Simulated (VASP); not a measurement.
# LuSc with PBEsol: from relaxation to properties, part 3 of 4

What structure does LuSc take at this level, and what are its properties? The cell is invented: it takes the structure of a Materials Project entry for Sc (space group 139 there), with some of its atoms replaced by other elements, volume scaled by an estimate. It may not be a known or stable phase. Left out of this account: 1 further run (elastic: elastic constants of a metal on too coarse a mesh).

VASP 6.6.1; PBEsol, 4f electrons in the core; plane waves and PAW (Lu_3, Sc_sv); invented cell.

Still holding for the runs below: The data set Lu_3 holds the 4f electrons frozen in the core, so no f bands or f moments appear. The k-mesh is coarse for a metal.

So far. Step 5 (Band structure (PBEsol)): There is no gap at this level. Step 6 (Density of states (PBEsol)): The finer mesh and the other smearing move the Fermi level by +0.01 eV from the 7×7×7 run, a small shift, which tests the Fermi level alone. Of the states within 0.3 eV of the Fermi level, the largest shares in the PAW spheres are Sc d 31 %, Lu d 20 % and Lu p 11 %. The rest lies in smaller channels or between the spheres. The relaxed cell has a = 3.749, c = 3.664 Å (conventional setting).

### Step 7. Zone-centre phonons (PBEsol)

Zone-centre modes test whether the atoms sit at a minimum within this cell. IBRION = 8 takes the force constants from linear response, which needs tightly converged orbitals.

File INCAR:

```
SYSTEM = LuSc
PREC = Accurate
ENCUT = 400
EDIFF = 1E-08
NELM = 100
ISMEAR = 1
SIGMA = 0.2
LREAL = .FALSE.
ALGO = Normal
GGA = PS
LORBIT = 11
LWAVE = .FALSE.
LCHARG = .FALSE.
IBRION = 8
ISIF = 2
```

File POSCAR:

```
LuSc
1.0
    3.7493133830      0.0000000000      0.0000000000
    0.0000000000      3.7493133830      0.0000000000
    0.0000000000      0.0000000000      3.6642082319
Lu Sc
1 1
Direct
    0.0000000000      0.0000000000      0.0000000000
    0.5000000000      0.5000000000      0.5000000000
```

File KPOINTS:

```
Automatic mesh
0
Gamma
7 7 7
0 0 0
```

The projector-augmented-wave data sets are Lu_3 and Sc_sv (PBE family, release 64).

Run with:

```bash
> mpirun -np 1 vasp_std
```

Output:

```text
[... set-up lines as in an earlier step ...]
 entering main loop
       N       E                     dE             d eps       ncg     rms          rms(c)
[... 12 cycles as in an earlier step ...]
DAV:  13    -0.112352604539E+02    0.97652E-06   -0.62010E-06  1842   0.238E-02    0.341E-03
DAV:  14    -0.112352603407E+02    0.11320E-06   -0.78353E-07  1688   0.108E-02    0.177E-03
DAV:  15    -0.112352603406E+02    0.18190E-10   -0.26953E-07  1802   0.580E-03    0.641E-04
DAV:  16    -0.112352603581E+02   -0.17411E-07   -0.16173E-08   932   0.102E-03    0.112E-04
DAV:  17    -0.112352603558E+02    0.22408E-08   -0.55312E-09  1148   0.830E-04
   1 F= -.11235260E+02 E0= -.11233855E+02  d E =-.421472E-02
 Linear response reoptimize wavefunctions to high precision
DAV:   1    -0.112352603566E+02   -0.82059E-09   -0.72852E-10  1092   0.399E-04
DAV:   2    -0.112352603566E+02    0.35016E-10   -0.13454E-10   920   0.344E-04
 Linear response DOF=           4
 Linear response progress:
  Degree of freedom:   1/  4
       N       E                     dE             d eps       ncg     rms          rms(c)
RMM:   1    -0.304680606398E+00   -0.30468E+00   -0.19135E+02  1801   0.781E+02
RMM:   2    -0.915343177383E-01    0.21315E+00   -0.24219E-01  4707   0.310E+00    0.148E-01
RMM:   3    -0.921427650318E-01   -0.60845E-03   -0.10532E-02  4744   0.647E-01    0.483E-02
RMM:   4    -0.922175550535E-01   -0.74790E-04   -0.17922E-03  4639   0.196E-01    0.151E-02
RMM:   5    -0.922148239383E-01    0.27311E-05   -0.35336E-04  4776   0.674E-02    0.136E-02
RMM:   6    -0.921801141353E-01    0.34710E-04   -0.97590E-05  4673   0.355E-02    0.159E-03
RMM:   7    -0.921806983234E-01   -0.58419E-06   -0.40538E-05  4841   0.128E-02    0.259E-03
RMM:   8    -0.921793090856E-01    0.13892E-05   -0.20090E-05  4599   0.804E-03    0.153E-03
RMM:   9    -0.921753886431E-01    0.39204E-05   -0.10961E-05  4609   0.515E-03    0.759E-04
RMM:  10    -0.921760288973E-01   -0.64025E-06   -0.67422E-06  4589   0.364E-03    0.316E-04
RMM:  11    -0.921755035707E-01    0.52533E-06   -0.42549E-06  4585   0.201E-03    0.307E-04
RMM:  12    -0.921761015835E-01   -0.59801E-06   -0.26917E-06  4544   0.148E-03    0.592E-05
RMM:  13    -0.921761890120E-01   -0.87429E-07   -0.18523E-06  4564   0.106E-03    0.793E-05
RMM:  14    -0.921762321368E-01   -0.43125E-07   -0.11104E-06  4578   0.888E-04    0.752E-05
RMM:  15    -0.921761095017E-01    0.12264E-06   -0.71795E-07  4564   0.792E-04    0.290E-05
RMM:  16    -0.921761565282E-01   -0.47027E-07   -0.45084E-07  4581   0.656E-04    0.464E-05
RMM:  17    -0.921761261268E-01    0.30401E-07   -0.30900E-07  4502   0.658E-04    0.172E-05
RMM:  18    -0.921761748283E-01   -0.48702E-07   -0.19809E-07  4571   0.566E-04    0.475E-05
RMM:  19    -0.921761443621E-01    0.30466E-07   -0.14199E-07  4539   0.575E-04    0.169E-05
RMM:  20    -0.921761407591E-01    0.36030E-08   -0.90367E-08  4641   0.511E-04    0.169E-05
 first order change of Fermi-energy   0.80188E-03
 force on displaced ion       1 direction 1 :  -3.807   0.000   0.000
 Linear response progress:
  Degree of freedom:   2/  4
       N       E                     dE             d eps       ncg     rms          rms(c)
RMM:   1    -0.305937097471E+00   -0.30594E+00   -0.19063E+02  1134   0.777E+02
RMM:   2    -0.901582566533E-01    0.21578E+00   -0.23574E-01  2858   0.305E+00    0.125E-01
RMM:   3    -0.909275831195E-01   -0.76933E-03   -0.13410E-02  2962   0.607E-01    0.471E-02
RMM:   4    -0.908754011138E-01    0.52182E-04   -0.18664E-03  2893   0.204E-01    0.141E-02
RMM:   5    -0.908792252239E-01   -0.38241E-05   -0.31094E-04  2926   0.647E-02    0.120E-02
RMM:   6    -0.908525630825E-01    0.26662E-04   -0.95388E-05  2864   0.354E-02    0.189E-03
RMM:   7    -0.908489448281E-01    0.36183E-05   -0.43831E-05  2966   0.142E-02    0.189E-03
RMM:   8    -0.908489784464E-01   -0.33618E-07   -0.23492E-05  2823   0.943E-03    0.127E-03
RMM:   9    -0.908469989924E-01    0.19795E-05   -0.14919E-05  2931   0.491E-03    0.840E-04
RMM:  10    -0.908480838225E-01   -0.10848E-05   -0.99516E-06  2825   0.395E-03    0.828E-04
RMM:  11    -0.908459026611E-01    0.21812E-05   -0.67466E-06  2723   0.602E-03    0.677E-04
RMM:  12    -0.908459812011E-01   -0.78540E-07   -0.50363E-06  2709   0.350E-03    0.380E-04
RMM:  13    -0.908468740062E-01   -0.89281E-06   -0.36825E-06  2782   0.225E-03    0.120E-04
RMM:  14    -0.908471673775E-01   -0.29337E-06   -0.30181E-06  2844   0.139E-03    0.113E-04
RMM:  15    -0.908472016136E-01   -0.34236E-07   -0.22256E-06  2810   0.133E-03    0.634E-05
RMM:  16    -0.908472294474E-01   -0.27834E-07   -0.18265E-06  2811   0.116E-03    0.367E-05
RMM:  17    -0.908472763548E-01   -0.46907E-07   -0.13728E-06  2953   0.902E-04    0.360E-05
RMM:  18    -0.908472263019E-01    0.50053E-07   -0.10588E-06  2785   0.951E-04    0.253E-05
RMM:  19    -0.908472804746E-01   -0.54173E-07   -0.78952E-07  2912   0.738E-04    0.104E-05
RMM:  20    -0.908473109471E-01   -0.30472E-07   -0.58442E-07  2933   0.681E-04    0.320E-05
RMM:  21    -0.908473196503E-01   -0.87033E-08   -0.42718E-07  2903   0.626E-04    0.411E-05
RMM:  22    -0.908473369203E-01   -0.17270E-07   -0.29882E-07  2853   0.586E-04    0.579E-05
RMM:  23    -0.908473442103E-01   -0.72900E-08   -0.20344E-07  2876   0.545E-04    0.635E-05
RMM:  24    -0.908473554405E-01   -0.11230E-07   -0.13829E-07  2926   0.516E-04    0.751E-05
RMM:  25    -0.908473622108E-01   -0.67703E-08   -0.87381E-08  2912   0.479E-04    0.844E-05
 first order change of Fermi-energy  -0.54530E-03
 force on displaced ion       1 direction 3 :  -0.000  -0.000  -3.955
 Linear response progress:
  Degree of freedom:   3/  4
       N       E                     dE             d eps       ncg     rms          rms(c)
RMM:   1    -0.767827590843E+00   -0.76783E+00   -0.64466E+01  2029   0.200E+02
RMM:   2    -0.764298488619E+00    0.35291E-02   -0.66372E-01  3833   0.814E+00    0.162E-01
RMM:   3    -0.766187649619E+00   -0.18892E-02   -0.36912E-02  3969   0.201E+00    0.668E-02
RMM:   4    -0.764774359613E+00    0.14133E-02   -0.58789E-03  4218   0.647E-01    0.446E-02
RMM:   5    -0.764970669126E+00   -0.19631E-03   -0.71178E-04  4329   0.226E-01    0.268E-02
RMM:   6    -0.765132286986E+00   -0.16162E-03   -0.34034E-04  4536   0.119E-01    0.779E-03
RMM:   7    -0.765086670110E+00    0.45617E-04   -0.12562E-04  4270   0.645E-02    0.415E-03
RMM:   8    -0.765149405818E+00   -0.62736E-04   -0.63609E-05  4187   0.358E-02    0.131E-03
RMM:   9    -0.765176519340E+00   -0.27114E-04   -0.41751E-05  4282   0.198E-02    0.776E-04
RMM:  10    -0.765178441093E+00   -0.19218E-05   -0.23174E-05  4488   0.108E-02    0.389E-04
RMM:  11    -0.765170123658E+00    0.83174E-05   -0.16980E-05  4204   0.794E-03    0.420E-04
RMM:  12    -0.765171099760E+00   -0.97610E-06   -0.11219E-05  4652   0.503E-03    0.498E-04
RMM:  13    -0.765172159380E+00   -0.10596E-05   -0.78630E-06  4208   0.386E-03    0.550E-04
RMM:  14    -0.765172993081E+00   -0.83370E-06   -0.45163E-06  4197   0.305E-03    0.619E-04
RMM:  15    -0.765173126952E+00   -0.13387E-06   -0.34261E-06  4114   0.315E-03    0.872E-04
RMM:  16    -0.765173037216E+00    0.89736E-07   -0.22313E-06  4316   0.384E-03    0.138E-03
RMM:  17    -0.765173247447E+00   -0.21023E-06   -0.15927E-06  4101   0.323E-03    0.100E-03
RMM:  18    -0.765173186764E+00    0.60683E-07   -0.10982E-06  4099   0.221E-03    0.836E-04
RMM:  19    -0.765173570877E+00   -0.38411E-06   -0.81869E-07  4401   0.279E-03    0.461E-04
RMM:  20    -0.765174004555E+00   -0.43368E-06   -0.51693E-07  4416   0.205E-03    0.242E-04
RMM:  21    -0.765174398177E+00   -0.39362E-06   -0.39737E-07  4689   0.134E-03    0.173E-04
RMM:  22    -0.765175071330E+00   -0.67315E-06   -0.27619E-07  4336   0.117E-03    0.131E-04
RMM:  23    -0.765175285124E+00   -0.21379E-06   -0.20998E-07  4331   0.132E-03    0.177E-05
RMM:  24    -0.765175066710E+00    0.21841E-06   -0.15206E-07  4477   0.938E-04    0.111E-05
RMM:  25    -0.765175063960E+00    0.27506E-08   -0.11899E-07  4697   0.827E-04    0.180E-05
RMM:  26    -0.765174996016E+00    0.67944E-07   -0.90200E-08  4351   0.789E-04    0.266E-05
RMM:  27    -0.765175005436E+00   -0.94203E-08   -0.71598E-08  4685   0.744E-04    0.276E-05
 first order change of Fermi-energy  -0.98161E-03
 force on displaced ion       2 direction 1 :  -3.803   0.000   0.000
 Linear response progress:
  Degree of freedom:   4/  4
       N       E                     dE             d eps       ncg     rms          rms(c)
RMM:   1    -0.764447115569E+00   -0.76445E+00   -0.64411E+01  1287   0.200E+02
RMM:   2    -0.761840037195E+00    0.26071E-02   -0.68814E-01  2430   0.788E+00    0.157E-01
RMM:   3    -0.762747070102E+00   -0.90703E-03   -0.34800E-02  2517   0.187E+00    0.635E-02
RMM:   4    -0.761335028503E+00    0.14120E-02   -0.57985E-03  2598   0.591E-01    0.419E-02
RMM:   5    -0.761519852619E+00   -0.18482E-03   -0.78152E-04  2654   0.229E-01    0.257E-02
RMM:   6    -0.761640196870E+00   -0.12034E-03   -0.40032E-04  2713   0.124E-01    0.715E-03
RMM:   7    -0.761587069158E+00    0.53128E-04   -0.14149E-04  2678   0.646E-02    0.399E-03
RMM:   8    -0.761647054389E+00   -0.59985E-04   -0.78222E-05  2701   0.337E-02    0.131E-03
RMM:   9    -0.761665069790E+00   -0.18015E-04   -0.47003E-05  2777   0.169E-02    0.590E-04
RMM:  10    -0.761685497190E+00   -0.20427E-04   -0.31619E-05  2561   0.130E-02    0.471E-04
RMM:  11    -0.761677117967E+00    0.83792E-05   -0.21153E-05  2727   0.818E-03    0.300E-04
RMM:  12    -0.761676099953E+00    0.10180E-05   -0.14327E-05  2634   0.610E-03    0.717E-04
RMM:  13    -0.761675874464E+00    0.22549E-06   -0.97300E-06  2671   0.486E-03    0.570E-04
RMM:  14    -0.761676325278E+00   -0.45081E-06   -0.64485E-06  2643   0.392E-03    0.476E-04
RMM:  15    -0.761676552001E+00   -0.22672E-06   -0.45432E-06  2875   0.293E-03    0.552E-04
RMM:  16    -0.761676708100E+00   -0.15610E-06   -0.30950E-06  2589   0.266E-03    0.505E-04
 first order change of Fermi-energy   0.42330E-03
 force on displaced ion       2 direction 3 :   0.000  -0.000  -4.031
 Linear response finished
```

Elapsed: 76 s, on 1 MPI rank of Intel Xeon 6975P-C (Granite Rapids), shared host; peak memory 0.23 GiB.

Parts of OUTCAR (step 7):

```text
   NELECT =      20.0000    total number of electrons

  Total       -0.0059577     -0.0059577      0.0099942      0.0000000      0.0000000     -0.0000000
  in kB       -0.1853130     -0.1853130      0.3108687      0.0000000      0.0000000     -0.0000000
  external PRESSURE =      -0.0199191 kB  Pullay stress =       0.0000000 kB

 Eigenvectors and eigenvalues of the dynamical matrix
 ----------------------------------------------------

   1 f  =    5.238130 THz    32.912141 2PiTHz  174.725207 cm-1    21.663155 meV
             X         Y         Z           dx          dy          dz
      0.000000  0.000000  0.000000     0.000000   -0.000000   -0.448748
      1.874657  1.874657  1.832104     0.000000    0.000000    0.893658

   2 f  =    5.098279 THz    32.033430 2PiTHz  170.060276 cm-1    21.084777 meV
             X         Y         Z           dx          dy          dz
      0.000000  0.000000  0.000000     0.000000   -0.452335    0.000000
      1.874657  1.874657  1.832104     0.000000    0.891848   -0.000000

   3 f  =    5.098279 THz    32.033430 2PiTHz  170.060276 cm-1    21.084777 meV
             X         Y         Z           dx          dy          dz
      0.000000  0.000000  0.000000    -0.452335    0.000000    0.000000
      1.874657  1.874657  1.832104     0.891848    0.000000    0.000000

   4 f/i=    0.001200 THz     0.007538 2PiTHz    0.040017 cm-1     0.004961 meV
             X         Y         Z           dx          dy          dz
      0.000000  0.000000  0.000000    -0.891848   -0.000000   -0.000000
      1.874657  1.874657  1.832104    -0.452335   -0.000000    0.000000

   5 f/i=    0.001200 THz     0.007538 2PiTHz    0.040017 cm-1     0.004961 meV
             X         Y         Z           dx          dy          dz
      0.000000  0.000000  0.000000     0.000000   -0.891848    0.000000
      1.874657  1.874657  1.832104     0.000000   -0.452335    0.000000

   6 f/i=    0.019815 THz     0.124500 2PiTHz    0.660949 cm-1     0.081947 meV
             X         Y         Z           dx          dy          dz
      0.000000  0.000000  0.000000     0.000000    0.000000    0.893658
      1.874657  1.874657  1.832104     0.000000    0.000000    0.448748

 ELASTIC MODULI CONTR FROM IONIC RELAXATION (kBar)
 Direction    XX          YY          ZZ          XY          YZ          ZX
 --------------------------------------------------------------------------------
 XX           0.0000      0.0000      0.0000      0.0000      0.0000      0.0000
 YY           0.0000      0.0000      0.0000      0.0000      0.0000      0.0000
 ZZ           0.0000      0.0000      0.0000      0.0000      0.0000      0.0000
 XY           0.0000      0.0000      0.0000      0.0000      0.0000      0.0000
 YZ           0.0000      0.0000      0.0000      0.0000      0.0000      0.0000
 ZX           0.0000      0.0000      0.0000      0.0000      0.0000      0.0000
 --------------------------------------------------------------------------------

[... 9 parts as in an earlier step ...]

[... 3 further parts left out ...]
```

Energies printed during the response cycles are not total energies of the cell.

This step gave:

```yaml
irreducible_k_points: 40
pressure_of_the_cell: -0.001992 GPa
largest_force_of_the_cell: 0 eV/Å
fermi_energy: 3.435 eV
```

Modes at Γ, with each element's share of the kinetic energy:

```
mode  frequency (cm⁻¹)  symmetry  Lu %  Sc %
   1              -0.7  acoustic    80    20
   2               0.0  acoustic    80    20
   3               0.0  acoustic    80    20
   4             170.1        Eu    20    80
   5             170.1        Eu    20    80
   6             174.7       A2u    20    80
```

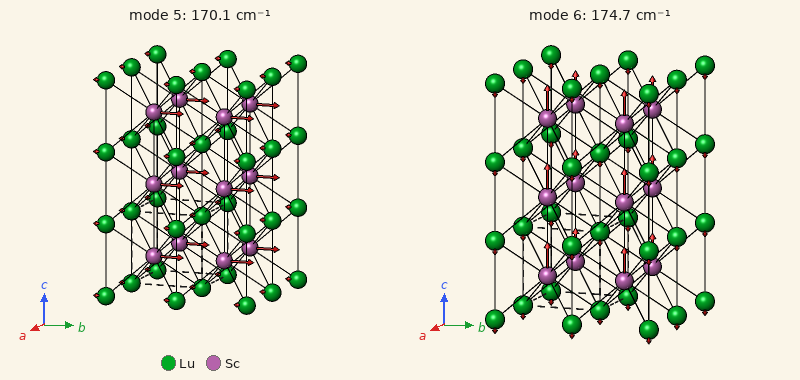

Displacement patterns of modes 5 and 6 at Γ; arrows are exaggerated. 2×2×3 cells are drawn. Some periodic images of atoms are drawn too.

The three acoustic modes lie within 0.7 cm⁻¹ of zero, and all others are real. By the characters of their eigenvectors the optical modes sort into (cm⁻¹) infrared active: Eu 170, A2u 175.

(Continued in part 4 of 4.)

[Lines on the potential files, build, host, timing and source positions are cut from VASP's logs without a mark.]

[Logs are printed without paths, hosts, clocks, repeated set-up lines and the standing remarks that a program may print on its own settings, such as how far it seeks lower states.]

[Hosts, paths, dates, database ids (printed as entryN), source tags and the programs' standing remarks are cut or masked in the printed files.]

[A measured line is paired with the nearest computed mode of its activity, which favours agreement.]

[In band tables of VASP the shares of atoms and orbitals are scaled to a sum of 1 inside the atoms' spheres.]
